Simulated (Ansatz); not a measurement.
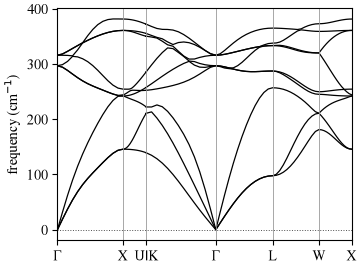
Figure: Phonon dispersion of Si₂Ni (fluorite or antifluorite type, Fm-3m), DFT-PBE in the program Ansatz with PAW potentials; imaginary frequencies are drawn negative

Question: Is this phase dynamically stable?

Answer: Yes, on this path no branch is imaginary.

Question: How high does the spectrum reach?

Answer: About 380 cm⁻¹ (11.4 THz).

The PBE relaxation kept the symmetry of its start. The workflow began spin-polarised and lost its moments. As this level gives no gap, phonon frequencies hold no LO–TO term and depend on the k-mesh and smearing (Fermi–Dirac, 0.1 eV here).

Potentials: the later of the program's two PAW sets.
